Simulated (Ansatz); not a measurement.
All values below come from PBE (plane waves to 420 eV, PAW; Ansatz, a first-principles code).

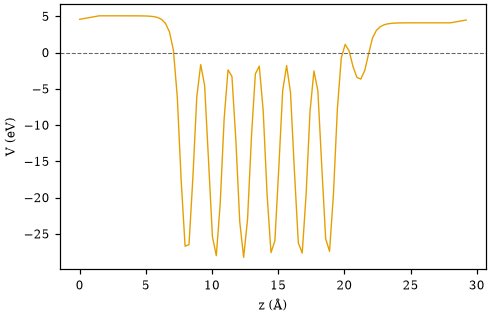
Figure: Plane-averaged electrostatic potential energy along the normal, in eV from the Fermi level, for a constructed model of the (0001) surface of hcp Ru, (√3x√3)R30° layer of In, one a cell, on the site that continues the host's stacking (bottom of the slab: a bare face, its two planes held)

Slab: 19 atoms, 13.3 Å thick at the start with caps and adatoms (thin: gaps and levels are the slab's own); k 9x9x1, smearing 0.1 eV, dipole-corrected; 6 atoms held, the rest relaxed; held to the start's symmetry, so lower structures may exist; no spin, no spin-orbit, no U. It is one candidate, not shown to be the stable structure of the face.

The vacuum level lies 4.10 eV above the Fermi level over the top face and 5.06 eV above it under the bottom face.
